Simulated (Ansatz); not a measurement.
**C6H3FSi (SMILES C#C[Si](F)(C#C)C#C): density, localisation and related maps**

The calculation's input:

```
crystal:
  periodic: [false, false, false]
  atoms:
    - {symbol: C, position_ang: [-0.712254, -0.012278, 2.781165]}
    - {symbol: C, position_ang: [-0.670389, 0.038655, 1.577898]}
    - {symbol: Si, position_ang: [-0.583785, 0.110683, -0.228270]}
    - {symbol: F, position_ang: [-2.038247, 0.396273, -0.795155]}
    - {symbol: C, position_ang: [0.514273, 1.450987, -0.750575]}
    - {symbol: C, position_ang: [1.257390, 2.336629, -1.090598]}
    - {symbol: C, position_ang: [-0.004212, -1.470073, -0.891782]}
    - {symbol: C, position_ang: [0.395161, -2.521145, -1.325312]}
    - {symbol: H, position_ang: [-0.751845, -0.056900, 3.845792]}
    - {symbol: H, position_ang: [1.912977, 3.121454, -1.392668]}
    - {symbol: H, position_ang: [0.746329, -3.451487, -1.710197]}
basis:
  gaussian: {orbitals: def2-TZVPP}
hamiltonian: {xc: pbe0, dispersion: d4}
output: {orbitals: {seedname: orbitals}}
```

Run with:

```sh
ansatz run in.yaml --threads 4 --pin off --events-out ev --progress --plain --max-ram 11315MiB
```

Geometry: PBE0-D4/def2-TZVP.

Theory: RKS PBE0-D4/def2-TZVPP (Ansatz).

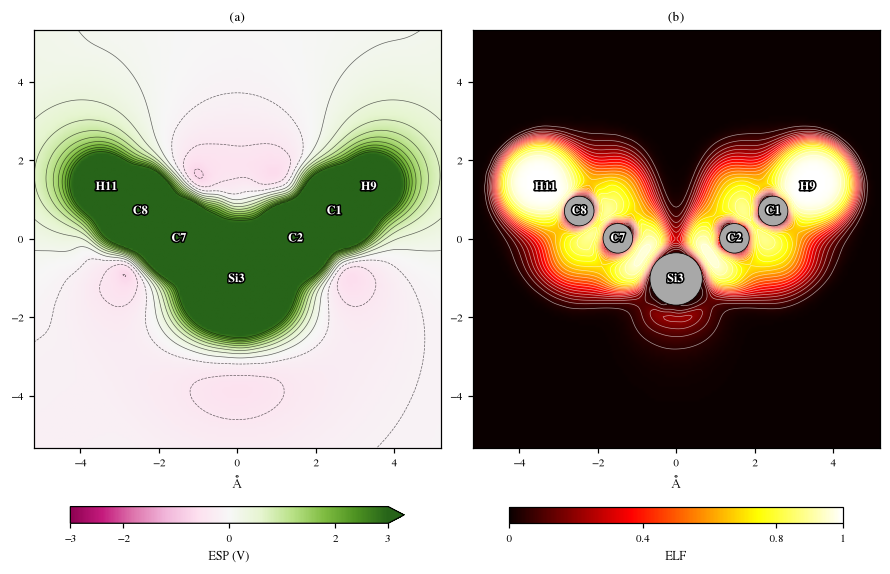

Figure 1. (a) electrostatic potential; (b) electron localisation function on the plane of atoms C2, Si3 and C7. Grey discs cover the atomic cores in the ELF map.

Q: Interpret the plot.

A: The section cuts through C, Si and H sites. C–C (1.21 Å): the ELF peaks at about 0.85 between the atoms: a short, multiple covalent bond. C–Si (1.81 Å): the ELF peaks at about 0.95 between the atoms, as expected for a covalent bond. C–H (1.07 Å): the ELF climbs to about 1 towards the hydrogen, as it does in any bond to H: a covalent bond by its length. Outside the dense part of the molecule the potential is most negative (−0.7 V) near C2 and C7.

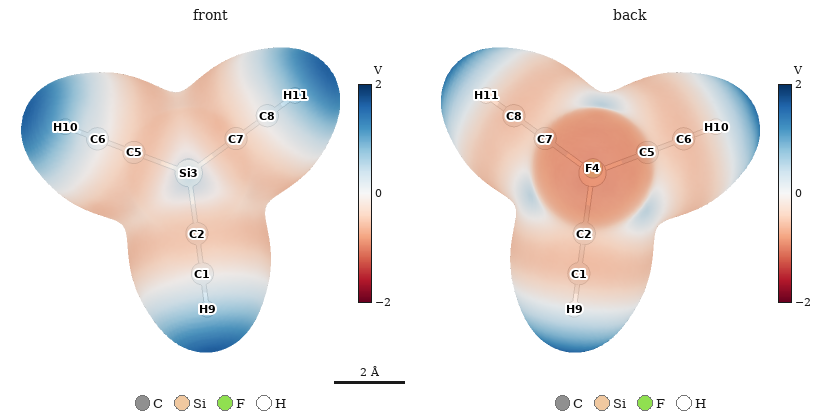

Figure 2. The electrostatic potential painted on the density surface at 0.001 e/bohr³, seen from the front and from behind; the colour scale runs from red (negative) to blue (positive).

Q: Where is the surface potential most negative and most positive?

A: The most negative region (about −0.9 V) lies over F4, the most positive (about +1.6 V) over H9, H10 and H11.

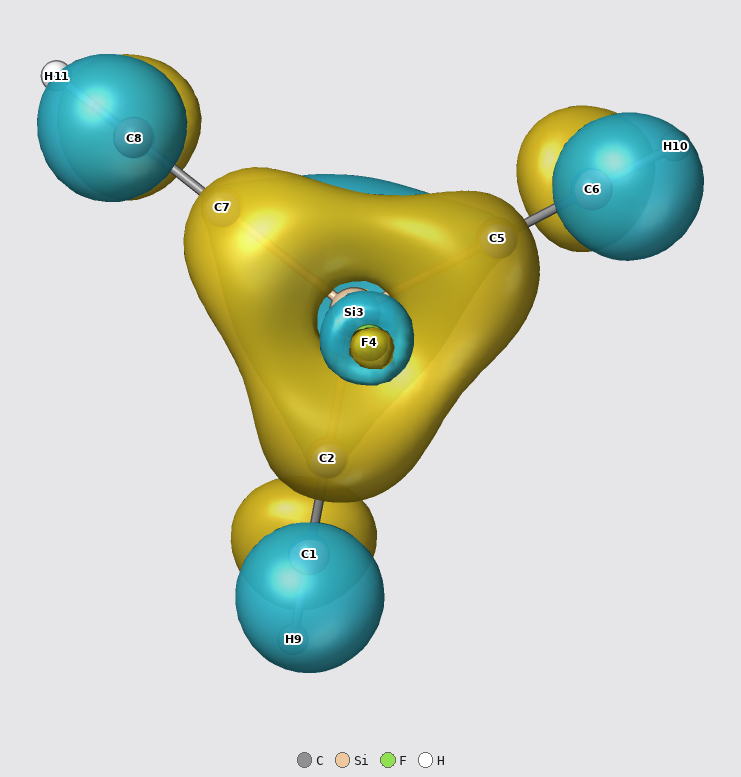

Figure 3. One frontier orbital at ±0.1 Å⁻³ᐟ² (yellow and cyan are the two phases), seen at an oblique angle.

Q: Which orbital is it: HOMO or LUMO?

A: The LUMO, at −1.43 eV. It lies mainly on Si3 (about 25 %), C1 (about 10 %), C6 (about 10 %), C8 (about 10 %), C2 (about 10 %), C5 (about 10 %) and C7 (about 10 %).
